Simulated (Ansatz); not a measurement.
**GeH4+ (doublet): correlated methods under varied settings at distance Ge1–H3 = 5.255 Å**

Aim: run GeH4+ (doublet) at one geometry under a spread of methods and options, and see what each costs and gives.

Computed with Ansatz 0.2.0, Gaussian basis. Level: the settings change from run to run.

18 further runs of the same task are left out: 14 that didn't finish, 4 set aside as unsound or not needed.

## 1. What is computed

The geometry derives from a PBE0/def2-TZVP stationary point (not a proven minimum). One bond is set to the value named and the two fragments are kept rigid. No spin-orbit coupling is included. The filled d shell of Ge may be among the frozen orbitals whatever the setting's name suggests; the logs give the count.

5 atoms, charge 1, spin multiplicity 2.

Atoms are counted from 1 here; the program's logs count them from 0.

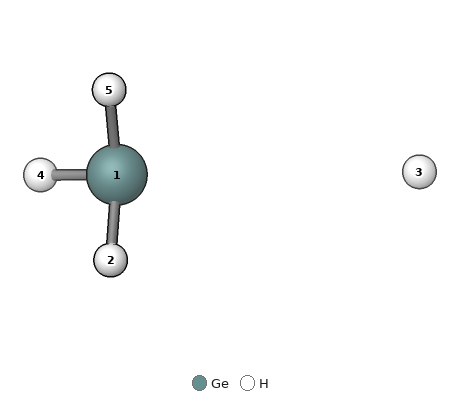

The structure; germanium teal, hydrogen white; atoms are numbered from 1 in the order of the file.

## 2. CASSCF(1,7)/6-31G

in.yaml reads:

```yaml
crystal:
  periodic: [false, false, false]
  atoms:
    - {symbol: Ge, position_ang: [0.017658, 0.031907, -0.031982]}
    - {symbol: H, position_ang: [0.578961, 1.065832, 1.000609]}
    - {symbol: H, position_ang: [-1.895421, -3.424850, 3.432983]}
    - {symbol: H, position_ang: [-0.541566, 1.062724, -1.068800]}
    - {symbol: H, position_ang: [0.585441, -1.003146, -1.059890]}
basis:
  gaussian: {orbitals: 6-31G}
total_charge: 1
magnetization: {spin_polarized: false, initial_magnetization: 1}
correlation: {active_space: {window: {electrons: 1, orbitals: 7}}}
scf: {lower_state_search: off}
output: {forces: true}
```

On the command line:

```
$ ansatz run in.yaml --threads 1 --pin off --events-out ev --progress --plain --max-ram 2393MiB
```

Output:

```text
Functional definition: HF
  name "HF"
  cite "Fock, Z. Phys. 61, 126 (1930) doi:10.1007/BF01340294"
  parent pbe
  exchange = exact_x
  correlation = 0
these checks for a lower state are left out or cut short: stability, starts, cluster_reference, orbital_swaps, neighbouring_geometries, increment
381 factors; integrals over basis functions are off by at most 3.8e-4 eV
mean field evaluation 1: about -56509.2560 eV, gradient 8.9e0 eV
mean field evaluation 2: about -56509.3043 eV, gradient 8.9e0 eV
mean field evaluation 4: about -56514.8185 eV, gradient 6.5e0 eV
mean field evaluation 8: about -56515.0370 eV, gradient 7.7e-1 eV
mean field evaluation 16: about -56515.0470 eV, gradient 2.4e-6 eV
mean field -56515.04700820 eV, -2076.8896702768 hartree, gradient 2.4e-6 eV, S^2 0.750000; 0 other end points of the search recorded, 0 dependent functions left out
reference -56515.04700820 eV, -2076.8896702768 hartree; 18, 17 occupied and 19, 20 virtual orbitals, 381 factors
state -56515.04700820 eV, -2076.8896702768 hartree
the calculation of the forces begins
Total energy: -56515.04700820 eV, -2076.8896702768 hartree
Atom 0 at     0.017658     0.031907    -0.031982 Å, force     1.567080     2.651866    -2.657851 eV/Å
Atom 1 at     0.578961     1.065832     1.000609 Å, force    -0.354032    -1.502430     0.610341 eV/Å
Atom 2 at    -1.895421    -3.424850     3.432983 Å, force     0.001595     0.002776    -0.002783 eV/Å
Atom 3 at    -0.541566     1.062724    -1.068800 Å, force    -0.857801    -0.546929     0.546482 eV/Å
Atom 4 at     0.585441    -1.003146    -1.059890 Å, force    -0.356842    -0.605283     1.503811 eV/Å
Dipole moment:     0.002948    -0.062236     0.062501 e Å
Checks for a lower state left out: stability, starts, cluster_reference, orbital_swaps, neighbouring_geometries, increment
```

Run time: 0.39 s. Hardware: 1 thread of Arm Neoverse V2, shared host.

From the report: 7 determinants; active occupations 1.00, 0.00, 0.00, 0.00, 0.00, 0.00, 0.00. With so small a space the active step adds no correlation: the energy is the mean field's.

## 3. CASSCF(1,2)/6-31G*

in.yaml: that of step 2 with these lines changed.

```diff
@@ -9,7 +9,6 @@
 basis:
-  gaussian: {orbitals: 6-31G}
+  gaussian: {orbitals: "6-31G*"}
 total_charge: 1
 magnetization: {spin_polarized: false, initial_magnetization: 1}
-correlation: {active_space: {window: {electrons: 1, orbitals: 7}}}
-scf: {lower_state_search: off}
-output: {forces: true}
+correlation: {active_space: {window: {electrons: 1, orbitals: 2}}}
+scf: {lower_state_search: full}
```

The command is unchanged.

Output:

```text
Functional definition: HF
  name "HF"
  cite "Fock, Z. Phys. 61, 126 (1930) doi:10.1007/BF01340294"
  parent pbe
  exchange = exact_x
  correlation = 0
438 factors; integrals over basis functions are off by at most 4.1e-4 eV
mean field evaluation 1: about -56510.7539 eV, gradient 1.1e1 eV
mean field evaluation 2: about -56510.7683 eV, gradient 1.1e1 eV
mean field evaluation 4: about -56516.4042 eV, gradient 8.8e0 eV
mean field evaluation 8: about -56516.7102 eV, gradient 3.8e-1 eV
mean field evaluation 16: about -56516.7137 eV, gradient 4.5e-6 eV
mean field evaluation 32: about -56516.7117 eV, gradient 4.0e-1 eV
mean field -56516.71366547 eV, -2076.9509188014 hartree, gradient 4.5e-6 eV, S^2 0.750000; 4 other end points of the search recorded, 0 dependent functions left out
reference -56516.71366547 eV, -2076.9509188014 hartree; 18, 17 occupied and 25, 26 virtual orbitals, 438 factors
state -56516.71366547 eV, -2076.9509188014 hartree
Total energy: -56516.71366547 eV, -2076.9509188014 hartree
```

It took 0.72 s on 1 thread of Arm Neoverse V2, shared host.

From the report: 2 determinants; active occupations 1.00, 0.00. With so small a space the active step adds no correlation: the energy is the mean field's.

## 4. CASSCF(11,6)/6-31G

in.yaml: that of step 3 with these lines changed.

```diff
@@ -9,6 +9,7 @@
 basis:
-  gaussian: {orbitals: "6-31G*"}
+  gaussian: {orbitals: 6-31G, fitting: {mean_field: def2-universal-jkfit}}
 total_charge: 1
 magnetization: {spin_polarized: false, initial_magnetization: 1}
-correlation: {active_space: {window: {electrons: 1, orbitals: 2}}}
+correlation: {active_space: {window: {electrons: 11, orbitals: 6}, states: [{multiplicity: 2, weights: [1, 1, 0.5, 1]}]}}
 scf: {lower_state_search: full}
+output: {forces: true}
```

The command is unchanged.

Output, cut to the lines that bear on the results:

```text
Functional definition: HF
  name "HF"
  cite "Fock, Z. Phys. 61, 126 (1930) doi:10.1007/BF01340294"
  parent pbe
[...]
338 factors; integrals over basis functions are off by at most 2.2e-1 eV
[...]
mean field -56515.04472359 eV, -2076.8895863189 hartree, gradient 4.5e-6 eV, S^2 0.750000; 4 other end points of the search recorded, 0 dependent functions left out
reference -56515.04472359 eV, -2076.8895863189 hartree; 18, 17 occupied and 19, 20 virtual orbitals, 338 factors
state -56511.63160456 eV, -2076.7641565080 hartree
state -56507.26978510 eV, -2076.6038625994 hartree
state -56505.49178990 eV, -2076.5385224810 hartree
state -56499.85181094 eV, -2076.3312570769 hartree
[...]
Total energy: -56506.14259873 eV, -2076.5624392642 hartree
Atom 0 at     0.017658     0.031907    -0.031982 Å, force    -1.198097    -0.366614     0.364355 eV/Å
Atom 1 at     0.578961     1.065832     1.000609 Å, force     0.873923    -0.055002     0.386687 eV/Å
Atom 2 at    -1.895421    -3.424850     3.432983 Å, force     0.097891     0.228977    -0.229612 eV/Å
Atom 3 at    -0.541566     1.062724    -1.068800 Å, force    -0.648669     0.576346    -0.580758 eV/Å
Atom 4 at     0.585441    -1.003146    -1.059890 Å, force     0.874953    -0.383708     0.059328 eV/Å
Dipole moment:    -0.355282    -0.897540     0.900116 e Å
```

It took 0.54 s on 1 thread of Arm Neoverse V2, shared host.

From the report: 6 determinants; active occupations (of the averaged states) 2.00, 2.00, 1.86, 1.71, 1.71, 1.71.

## 5. HF/6-31G

in.yaml reads:

```yaml
crystal:
  periodic: [false, false, false]
  atoms:
    - {symbol: Ge, position_ang: [0.017658, 0.031907, -0.031982]}
    - {symbol: H, position_ang: [0.578961, 1.065832, 1.000609]}
    - {symbol: H, position_ang: [-1.895421, -3.424850, 3.432983]}
    - {symbol: H, position_ang: [-0.541566, 1.062724, -1.068800]}
    - {symbol: H, position_ang: [0.585441, -1.003146, -1.059890]}
basis:
  gaussian: {orbitals: 6-31G, fitting: {mean_field: def2-universal-jkfit}, point_charges: [{charge: 0.50, position_ang: [4.042, 0.242, -0.637]}]}
total_charge: 1
magnetization: {spin_polarized: false, initial_magnetization: 1}
hamiltonian: {xc: hf, pseudopotentials: {relativity: scalar}}
accuracy: high
output: {orbitals: {seedname: orbitals}}
```

Launched as before.

Output:

```text
Functional definition: HF
  name "HF"
  cite "Fock, Z. Phys. 61, 126 (1930) doi:10.1007/BF01340294"
  parent pbe
  exchange = exact_x
  correlation = 0
338 factors; integrals over basis functions are off by at most 2.2e-1 eV
mean field evaluation 1: about -56981.0252 eV, gradient 1.1e1 eV
mean field evaluation 2: about -56985.3729 eV, gradient 1.3e1 eV
mean field evaluation 4: about -56985.9456 eV, gradient 2.3e0 eV
mean field evaluation 8: about -56985.9454 eV, gradient 2.3e0 eV
mean field evaluation 16: about -56985.8716 eV, gradient 1.6e0 eV
mean field -56985.96881331 eV, -2094.1957274120 hartree, gradient 9.8e-9 eV, S^2 0.750000; 0 other end points of the search recorded, 0 dependent functions left out
reference -56985.96881331 eV, -2094.1957274120 hartree; 18, 17 occupied and 19, 20 virtual orbitals, 338 factors
Total energy: -56985.96881331 eV, -2094.1957274120 hartree
Relativity: scalar
```

Wall time 0.21 s (1 thread of Arm Neoverse V2, shared host).

## 6. CASCI(3,6)/6-31G

in.yaml reads:

```yaml
crystal:
  periodic: [false, false, false]
  atoms:
    - {symbol: Ge, position_ang: [0.017658, 0.031907, -0.031982]}
    - {symbol: H, position_ang: [0.578961, 1.065832, 1.000609]}
    - {symbol: H, position_ang: [-1.895421, -3.424850, 3.432983]}
    - {symbol: H, position_ang: [-0.541566, 1.062724, -1.068800]}
    - {symbol: H, position_ang: [0.585441, -1.003146, -1.059890]}
basis:
  gaussian: {orbitals: 6-31G}
total_charge: 1
magnetization: {spin_polarized: false, initial_magnetization: 1}
correlation: {active_space: {window: {electrons: 3, orbitals: 6}, fixed_orbitals: true}}
```

Launched as before.

Output:

```text
Functional definition: HF
  name "HF"
  cite "Fock, Z. Phys. 61, 126 (1930) doi:10.1007/BF01340294"
  parent pbe
  exchange = exact_x
  correlation = 0
381 factors; integrals over basis functions are off by at most 3.8e-4 eV
mean field evaluation 1: about -56509.2560 eV, gradient 8.9e0 eV
mean field evaluation 2: about -56509.3043 eV, gradient 8.9e0 eV
mean field evaluation 4: about -56514.8185 eV, gradient 6.5e0 eV
mean field evaluation 8: about -56515.0370 eV, gradient 7.7e-1 eV
mean field evaluation 16: about -56515.0470 eV, gradient 2.4e-6 eV
mean field -56515.04700820 eV, -2076.8896702768 hartree, gradient 2.4e-6 eV, S^2 0.750000; 1 other end points of the search recorded, 0 dependent functions left out
reference -56515.04700820 eV, -2076.8896702768 hartree; 18, 17 occupied and 19, 20 virtual orbitals, 381 factors
state -56515.14114556 eV, -2076.8931297610 hartree
Total energy: -56515.14114556 eV, -2076.8931297610 hartree
```

Wall time 0.27 s (1 thread of Arm Neoverse V2, shared host).

From the report: 55 determinants; active occupations 1.99, 1.00, 0.01, 0.00, 0.00, 0.00.

## 7. NEVPT2(3,4)/6-31G

in.yaml: that of step 6 with these lines changed.

```diff
@@ -9,5 +9,6 @@
 basis:
-  gaussian: {orbitals: 6-31G}
+  gaussian: {orbitals: 6-31G, fitting: {mean_field: def2-universal-jkfit}}
 total_charge: 1
 magnetization: {spin_polarized: false, initial_magnetization: 1}
-correlation: {active_space: {window: {electrons: 3, orbitals: 6}, fixed_orbitals: true}}
+correlation: {method: sc_nevpt2, electrons: valence, active_space: {window: {electrons: 3, orbitals: 4}}}
+output: {forces: true}
```

The command is unchanged.

Output, cut to the lines that bear on the results:

```text
Functional definition: HF
  name "HF"
  cite "Fock, Z. Phys. 61, 126 (1930) doi:10.1007/BF01340294"
  parent pbe
[...]
338 factors; integrals over basis functions are off by at most 2.2e-1 eV
[...]
mean field -56515.04472371 eV, -2076.8895863233 hartree, gradient 4.5e-6 eV, S^2 0.750000; 1 other end points of the search recorded, 0 dependent functions left out
reference -56515.04472371 eV, -2076.8895863233 hartree; 18, 17 occupied and 19, 20 virtual orbitals, 338 factors
state -56515.61695043 eV, -2076.9106152672 hartree
state -56515.61695043 eV, -2076.9106152672 hartree; corrected -56520.84629516 eV, -2077.1027901414 hartree
state -56515.56477507 eV, -2076.9086978583 hartree
state -56515.56477507 eV, -2076.9086978583 hartree; corrected -56520.84731196 eV, -2077.1028275082 hartree
state -56515.56477507 eV, -2076.9086978583 hartree; corrected -56520.84731196 eV, -2077.1028275082 hartree
[...]
WARN: the results are in doubt because another end's mean lies 0.052 eV lower, and its corrected mean 0.001 eV higher
Total energy: -56520.84731196 eV, -2077.1028275082 hartree
Atom 0 at     0.017658     0.031907    -0.031982 Å, force     1.475090     2.202580    -2.207004 eV/Å
Atom 1 at     0.578961     1.065832     1.000609 Å, force    -0.271861    -1.318598     0.637189 eV/Å
Atom 2 at    -1.895421    -3.424850     3.432983 Å, force     0.001620     0.002829    -0.002835 eV/Å
Atom 3 at    -0.541566     1.062724    -1.068800 Å, force    -0.930840    -0.254183     0.252302 eV/Å
Atom 4 at     0.585441    -1.003146    -1.059890 Å, force    -0.274009    -0.632627     1.320349 eV/Å
Dipole moment:     0.010932    -0.031575     0.031739 e Å
In doubt: another end's mean lies 0.052 eV lower, and its corrected mean 0.001 eV higher
```

Run time: 1.3 s. Hardware: 1 thread of Arm Neoverse V2, shared host.

From the report: 24 determinants; active occupations 1.97, 1.00, 0.03, 0.00. Mind the lines of doubt at the end of the log.

## 8. CCSDT on UHF/6-31G

in.yaml reads:

```yaml
crystal:
  periodic: [false, false, false]
  atoms:
    - {symbol: Ge, position_ang: [0.017658, 0.031907, -0.031982]}
    - {symbol: H, position_ang: [0.578961, 1.065832, 1.000609]}
    - {symbol: H, position_ang: [-1.895421, -3.424850, 3.432983]}
    - {symbol: H, position_ang: [-0.541566, 1.062724, -1.068800]}
    - {symbol: H, position_ang: [0.585441, -1.003146, -1.059890]}
basis:
  gaussian: {orbitals: 6-31G}
total_charge: 1
magnetization: {spin_polarized: true, initial_magnetization: 1}
correlation: {method: ccsdt, electrons: outside_noble_gas}
output: {forces: true}
```

The command is unchanged.

Output, cut to the lines that bear on the results:

```text
Functional definition: HF
  name "HF"
  cite "Fock, Z. Phys. 61, 126 (1930) doi:10.1007/BF01340294"
  parent pbe
[...]
633 factors; integrals over basis functions are off by at most 1.1e-7 eV
[...]
mean field -56515.04721272 eV, -2076.8896777925 hartree, gradient 6.7e-6 eV, S^2 0.750000; 5 other end points of the search recorded, 0 dependent functions left out
determinant -56515.04721272 eV, -2076.8896777925 hartree, with singles and doubles -56517.04952012 eV, -2076.9632612323 hartree
determinant -56512.62750034 eV, -2076.8007550026 hartree, with singles and doubles -56514.22589195 eV, -2076.8594948109 hartree
determinant -56512.34606448 eV, -2076.7904124256 hartree, with singles and doubles -56513.95046241 eV, -2076.8493729620 hartree
determinant -56512.34570475 eV, -2076.7903992059 hartree, with singles and doubles -56513.94956656 eV, -2076.8493400403 hartree
14 core orbitals not correlated: weight in the atoms' cores, before any rotation towards them, 0.998 or more for the frozen orbitals, at most 0.001 for the correlated occupied ones
reference -56515.04721272 eV, -2076.8896777925 hartree; 4, 3 occupied and 19, 20 virtual orbitals, 633 factors
second order -1.40121868 eV of doubles, -0.00000000 eV of singles
cycle   1  -1.78286177 eV  change   -3.8e-1 eV  update   5.8e-2
[...]
cycle  13  -2.03964758 eV  change    3.2e-7 eV  update   2.8e-7
[...]
Total energy: -56517.08686029 eV, -2076.9646334584 hartree
Atom 0 at     0.017658     0.031907    -0.031982 Å, force     1.101005     2.010018    -2.014827 eV/Å
Atom 1 at     0.578961     1.065832     1.000609 Å, force    -0.102669    -0.971117     0.857074 eV/Å
Atom 2 at    -1.895421    -3.424850     3.432983 Å, force     0.001638     0.002836    -0.002843 eV/Å
Atom 3 at    -0.541566     1.062724    -1.068800 Å, force    -0.896937    -0.188335     0.186290 eV/Å
Atom 4 at     0.585441    -1.003146    -1.059890 Å, force    -0.103037    -0.853402     0.974306 eV/Å
Dipole moment:     0.020464    -0.028264     0.028444 e Å
```

Run time: 6 s. Hardware: 1 thread of Arm Neoverse V2, shared host.

From the report: ⟨S²⟩ of the determinant 0.750 (pure doublet: 0.75); correlation -2.0396 eV; T1 0.010; largest double amplitude 0.06.

## 9. CASSCF(1,6)/def2-SVP

in.yaml: that of step 8 with these lines changed.

```diff
@@ -9,6 +9,6 @@
 basis:
-  gaussian: {orbitals: 6-31G}
+  gaussian: {orbitals: def2-SVP}
 total_charge: 1
-magnetization: {spin_polarized: true, initial_magnetization: 1}
-correlation: {method: ccsdt, electrons: outside_noble_gas}
+magnetization: {spin_polarized: false, initial_magnetization: 1}
+correlation: {active_space: {window: {electrons: 1, orbitals: 6}, states: [{multiplicity: 2, weights: [1, 1, 1, 0.5]}], root: 1}}
 output: {forces: true}
```

The command is unchanged.

Output, cut to the lines that bear on the results:

```text
Functional definition: HF
  name "HF"
  cite "Fock, Z. Phys. 61, 126 (1930) doi:10.1007/BF01340294"
  parent pbe
[...]
860 factors; integrals over basis functions are off by at most 1.6e-7 eV
[...]
mean field -56517.52553805 eV, -2076.9807545687 hartree, gradient 2.5e-6 eV, S^2 0.750000; 1 other end points of the search recorded, 0 dependent functions left out
reference -56517.52553805 eV, -2076.9807545687 hartree; 18, 17 occupied and 34, 35 virtual orbitals, 860 factors
state -56517.37106523 eV, -2076.9750777973 hartree
state -56512.00908888 eV, -2076.7780288008 hartree
state -56507.46307008 eV, -2076.6109656915 hartree
state -56504.87814874 eV, -2076.5159715841 hartree
[...]
Total energy: -56512.00908888 eV, -2076.7780288008 hartree
Atom 0 at     0.017658     0.031907    -0.031982 Å, force    -0.862037     1.207356    -1.215035 eV/Å
Atom 1 at     0.578961     1.065832     1.000609 Å, force     0.595474    -1.036443    -0.166207 eV/Å
Atom 2 at    -1.895421    -3.424850     3.432983 Å, force    -0.000505     0.027824    -0.027940 eV/Å
Atom 3 at    -0.541566     1.062724    -1.068800 Å, force    -0.324620    -0.371065     0.371571 eV/Å
Atom 4 at     0.585441    -1.003146    -1.059890 Å, force     0.591688     0.172329     1.037611 eV/Å
Dipole moment:    -1.730164    -3.372136     3.380571 e Å
```

Run time: 2 s. Hardware: 1 thread of Arm Neoverse V2, shared host.

From the report: 6 determinants; active occupations (of the averaged states) 0.29, 0.29, 0.29, 0.14, 0.00, 0.00.

## 10. BCCD(T) on UHF/def2-SVPD

in.yaml reads:

```yaml
crystal:
  periodic: [false, false, false]
  atoms:
    - {symbol: Ge, position_ang: [0.017658, 0.031907, -0.031982]}
    - {symbol: H, position_ang: [0.578961, 1.065832, 1.000609]}
    - {symbol: H, position_ang: [-1.895421, -3.424850, 3.432983]}
    - {symbol: H, position_ang: [-0.541566, 1.062724, -1.068800]}
    - {symbol: H, position_ang: [0.585441, -1.003146, -1.059890]}
basis:
  gaussian: {orbitals: def2-SVPD}
total_charge: 1
magnetization: {spin_polarized: true, initial_magnetization: 1}
correlation: {method: bccd_t, electrons: outside_noble_gas}
scf: {lower_state_search: full}
```

Same command.

Output, cut to the lines that bear on the results:

```text
Functional definition: HF
  name "HF"
  cite "Fock, Z. Phys. 61, 126 (1930) doi:10.1007/BF01340294"
  parent pbe
[...]
685 factors; integrals over basis functions are off by at most 1.3e-3 eV
[...]
mean field -56517.59242579 eV, -2076.9832126476 hartree, gradient 3.4e-6 eV, S^2 0.750000; 6 other end points of the search recorded, 0 dependent functions left out
determinant -56517.59242579 eV, -2076.9832126476 hartree, with singles and doubles -56520.73095192 eV, -2077.0985513556 hartree
determinant -56515.24382494 eV, -2076.8969031585 hartree, with singles and doubles -56517.87401282 eV, -2076.9935607803 hartree
determinant -56514.97399975 eV, -2076.8869872656 hartree, with singles and doubles -56517.59567454 eV, -2076.9833320370 hartree
determinant -56514.97372225 eV, -2076.8869770677 hartree, with singles and doubles -56517.59551613 eV, -2076.9833262156 hartree
14 core orbitals not correlated: weight in the atoms' cores, before any rotation towards them, 1.000 or more for the frozen orbitals, at most 0.000 for the correlated occupied ones
reference -56517.59242579 eV, -2076.9832126476 hartree; 4, 3 occupied and 52, 53 virtual orbitals, 685 factors
second order -2.39694089 eV of doubles, -0.00000000 eV of singles
cycle   1  -3.09985404 eV  change   -1.3e-1 eV  update   1.5e-2
[...]
cycle   9  -3.10452856 eV  change    1.8e-6 eV  update   4.2e-6
perturbative correction -0.05979205 eV, -0.0021973173 hartree
Total energy: -56520.75674640 eV, -2077.0994992851 hartree
```

Wall time 7 s (1 thread of Arm Neoverse V2, shared host).

From the report: ⟨S²⟩ of the determinant 0.750 (pure doublet: 0.75); correlation -3.1643 eV; largest double amplitude 0.05.

## 11. All runs side by side

Where basis and cores are those of an earlier FCI/6-31G run (-56517.0878 eV), and the state is the same kind, the miss against it is given. † marks a result that the program doubts.

```tsv
level	correlated	functions	energy (eV)	from FCI (meV)	time
CASSCF(1,7)/6-31G		37	-56515.0470	2040.8	0.39 s
CASSCF(1,2)/6-31G*		43	-56516.7137		0.72 s
CASSCF(11,6)/6-31G (mean of several states)		37	-56506.1426		0.54 s
HF/6-31G (beside a point charge, relativity set)		37	-56985.9688		0.21 s
CASCI(3,6)/6-31G		37	-56515.1411	1946.6	0.27 s
NEVPT2(3,4)/6-31G †	valence	37	-56520.8473		1.3 s
CCSDT on UHF/6-31G	outside noble gas	37	-56517.0869	0.9	6 s
CASSCF(1,6)/def2-SVP (excited root 1 of an average)		52	-56512.0091		2 s
BCCD(T) on UHF/def2-SVPD	outside noble gas	70	-56520.7567		7 s
```

## 12. Outcome

| quantity | value |
| --- | --- |
| runs | 9 |
| quickest | HF/6-31G (beside a point charge, relativity set), 0.21 s |
| slowest | BCCD(T) on UHF/def2-SVPD, 7 s |

Total energies in different bases, with other cores or another treatment of relativity can't be set against each other. BCCD(T) on UHF/def2-SVPD took 33 times as long as HF/6-31G (beside a point charge, relativity set); the jobs differ in more than the method. Hartree-Fock, CASSCF and CASCI lack dynamic correlation by design.
